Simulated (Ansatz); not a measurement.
# NH2 (SMILES [NH2]) at 6 levels

We compute a comparison of 6 runs (U-r2SCAN/3-21G, UB2PLYP/3-21G, UHSE06/6-31G*, UCCSDTQ/3-21G, UCCSDT/6-31G*, UCCSD(T)/6-31G*) of NH2. 

The results are computed with Ansatz 0.2.0.

48 further runs of the same task are left out: 48 set aside as unsound or not needed.

### Step 1. The molecule

NH2 has 3 atoms, charge 0, and is taken as a doublet. SMILES: `[NH2]`. The H2–N1 distance was set to 1.521 Å, away from the relaxed value. At this shape a bond of the SMILES string is far longer than usual.

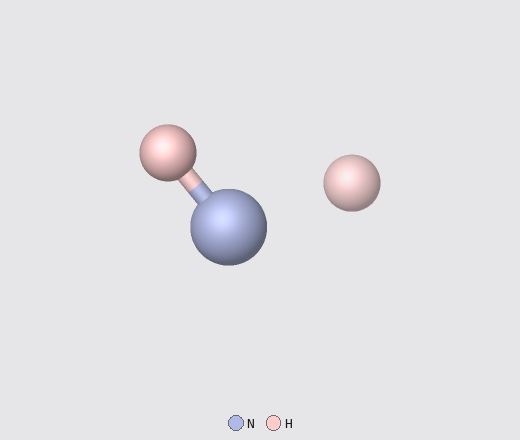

The structure, seen from a chosen angle (nitrogen light blue, hydrogen pink).

### Step 2. A single-point energy at U-r2SCAN/3-21G (run 1)

Input file in.yaml:

```yaml
crystal:
  periodic: [false, false, false]
  atoms:
    - {symbol: "N", position_ang: [0.382979, -0.683440, 0.139765]}
    - {symbol: H, position_ang: [0.155580, 0.820260, 0.174790]}
    - {symbol: H, position_ang: [-0.386961, -1.139270, -0.337895]}
basis:
  gaussian: {orbitals: 3-21G.json}
magnetization: {spin_polarized: true, initial_magnetization: 1}
hamiltonian: {xc: r2scan}
accuracy: high
```

The basis set 3-21G is read from a file made from the Basis Set Exchange's data (not shown).

The run is started by

```bash
$ ansatz run in.yaml --threads 1 --pin off --max-ram 2610MiB --events-out events.jsonl --progress --plain --runs-dir runs
```

What it wrote:

```text
Warning: RAYON_NUM_THREADS=1 ignored (pool sized by the plan → 1); use --threads N
Functional definition: r2SCAN
  name "r2SCAN"
  parameter k0 = 0.174
  parameter k1 = 0.065
  parameter a1 = 4.9479
  exchange = r2scan_x(k0 = k0, k1 = k1, a1 = a1)
  correlation = r2scan_c
248 factors; integrals over basis functions are off by at most 7.4e-9 eV
mean field evaluation 1: about -1507.3385 eV, gradient 1.9e1 eV
mean field evaluation 2: about -1502.5662 eV, gradient 3.2e1 eV
mean field evaluation 4: about -1509.1023 eV, gradient 9.8e-1 eV
mean field evaluation 8: about -1509.1107 eV, gradient 4.7e-2 eV
mean field evaluation 16: about -1509.1109 eV, gradient 2.0e-5 eV
mean field -1509.11093787 eV, -55.4588040548 hartree, gradient 2.3e-8 eV, S^2 0.779081; 0 other end points of the search recorded, 0 dependent functions left out
reference -1509.11093838 eV, -55.4588040732 hartree; 5, 4 occupied and 8, 9 virtual orbitals, 248 factors
Total energy: -1509.11093838 eV, -55.4588040732 hartree
```

It took 1.7 s on 1 thread of Arm Neoverse V1, shared host; peak memory 0.12 GiB.

### Step 3. A single-point energy at UB2PLYP/3-21G (run 2)

Input file in.yaml:

```yaml
crystal:
  periodic: [false, false, false]
  atoms:
    - {symbol: N, position_ang: [0.382979, -0.683440, 0.139765]}
    - {symbol: H, position_ang: [0.155580, 0.820260, 0.174790]}
    - {symbol: H, position_ang: [-0.386961, -1.139270, -0.337895]}
basis:
  gaussian: {orbitals: 3-21G.json}
magnetization: {spin_polarized: true, initial_magnetization: 1}
hamiltonian: {xc: {name: B2PLYP}}
correlation: {frozen_orbitals: {H: 0, "N": 1}}
accuracy: high
```

The basis set 3-21G is read from a file made from the Basis Set Exchange's data (not shown).

The run is started by

```bash
$ ansatz run in.yaml --threads 1 --pin off --max-ram 2610MiB --events-out events.jsonl --progress --plain --runs-dir runs
```

What it wrote, cut to the lines that bear on the results:

```text
Warning: RAYON_NUM_THREADS=1 ignored (pool sized by the plan → 1); use --threads N
Functional definition: B2PLYP
  name "B2PLYP"
[...]
248 factors; integrals over basis functions are off by at most 7.4e-9 eV
[...]
mean field -1506.96228797 eV, -55.3798426272 hartree, gradient 1.6e-8 eV, S^2 0.861986; 0 other end points of the search recorded, 0 dependent functions left out
1 core orbitals not correlated: weight in the atoms' cores, before any rotation towards them, 1.000 or more for the frozen orbitals, at most 0.000 for the correlated occupied ones
reference -1506.96229959 eV, -55.3798430542 hartree; 4, 3 occupied and 8, 9 virtual orbitals, 248 factors
second order -3.09407898 eV of doubles, -0.00000000 eV of singles
Total energy: -1507.79770091 eV, -55.4105434866 hartree
```

It took 0.83 s on 1 thread of Arm Neoverse V1, shared host; peak memory 0.091 GiB.

Run 3 isn't shown in full; the table further down has it.

### Step 4. A single-point energy at UCCSDTQ/3-21G (run 4)

Input file job.yaml:

```yaml
crystal:
  periodic: [false, false, false]
  atoms:
    - {symbol: "N", position_ang: [0.382979, -0.683440, 0.139765]}
    - {symbol: H, position_ang: [0.155580, 0.820260, 0.174790]}
    - {symbol: H, position_ang: [-0.386961, -1.139270, -0.337895]}
basis:
  gaussian:
    orbitals: 3-21G.json
magnetization:
  spin_polarized: true
  initial_magnetization: 1
correlation:
  method: ccsdtq
  frozen_orbitals: {H: 0, "N": 1}
scf:
  omitted_lower_state_checks: [cluster_reference, increment]
accuracy: high
```

The basis set 3-21G is read from a file made from the Basis Set Exchange's data (not shown).

The run is started by

```bash
$ ansatz run job.yaml --threads 1 --pin off --max-ram 2610MiB --events-out events.jsonl --progress --plain --runs-dir runs
```

What it wrote:

```text
Warning: RAYON_NUM_THREADS=1 ignored (pool sized by the plan → 1); use --threads N
[... 13 lines left out ...]
1 core orbitals not correlated: weight in the atoms' cores, before any rotation towards them, 1.000 or more for the frozen orbitals, at most 0.000 for the correlated occupied ones
[... 33 lines left out ...]
Total energy: -1504.41094531 eV, -55.2860825138 hartree
Checks for a lower state left out: cluster_reference, increment
```

Run time: 13 s. Hardware: 1 thread of Arm Neoverse V1, shared host; peak memory 0.16 GiB.

Run 5 isn't shown in full; the table further down has it.

### Step 5. The energy at UCCSD(T)/6-31G(d) (spherical functions) (run 6)

Input file run.yaml:

```yaml
crystal:
  periodic: [false, false, false]
  atoms:
    - {symbol: N, position_ang: [0.382979, -0.683440, 0.139765]}
    - {symbol: H, position_ang: [0.155580, 0.820260, 0.174790]}
    - {symbol: H, position_ang: [-0.386961, -1.139270, -0.337895]}
basis:
  gaussian:
    orbitals: 6-31G_st_-spherical.json
magnetization:
  spin_polarized: true
  initial_magnetization: 1
correlation:
  method: ccsd_t
  frozen_orbitals: {H: 0, "N": 1}
accuracy: high
scf:
  omitted_lower_state_checks: [cluster_reference, increment]
```

The basis set 6-31G* is read from a file made from the Basis Set Exchange's data (not shown).

The run is started by

```bash
$ ansatz run run.yaml --threads 1 --pin off --max-ram 2610MiB --events-out events.jsonl --progress --plain --runs-dir runs
```

What it wrote:

```text
Warning: RAYON_NUM_THREADS=1 ignored (pool sized by the plan → 1); use --threads N
[... 14 lines left out ...]
1 core orbitals not correlated: weight in the atoms' cores, before any rotation towards them, 1.000 or more for the frozen orbitals, at most 0.000 for the correlated occupied ones
[... 33 lines left out ...]
Total energy: -1514.03727039 eV, -55.6398434355 hartree
Checks for a lower state left out: cluster_reference, increment
```

Run time: 0.4 s. Hardware: 1 thread of Arm Neoverse V1, shared host.

### Step 6. Overview of the runs

```tsv
run	level	frozen core orbitals	energy (Eh)	⟨S²⟩	wall time
1	U-r2SCAN/3-21G	–	-55.458804	0.779	1.7 s
2	UB2PLYP/3-21G	1	-55.410543	0.862	0.83 s
3	UHSE06/6-31G* (spherical functions)	–	-55.722695	0.773	1.1 s
4	UCCSDTQ/3-21G	1	-55.286083	1.153	13 s
5	UCCSDT/6-31G* (spherical functions)	1	-55.640978	1.144	1.3 s
6	UCCSD(T)/6-31G* (spherical functions)	1	-55.639843	1.144	0.4 s
```

### Step 7. Outcome

| quantity | value |
| --- | --- |
| run 6: total energy | -55.63984 Eh |
| run 6: correlation energy (1 core orbital frozen) | -162.9 mEh |
| run 6: (T) correction | -3.68 mEh |
| run 6: ⟨S²⟩ of the reference determinant | 1.144 |
| run 6: T1 diagnostic | 0.076 |

In words: Totals of different functionals can't be ranked against each other. Spin contamination of the reference: run 4 ⟨S²⟩ = 1.15, run 5 ⟨S²⟩ = 1.14, run 6 ⟨S²⟩ = 1.14, run 2 ⟨S²⟩ = 0.86. All runs together took 18 s, the longest 13 s.
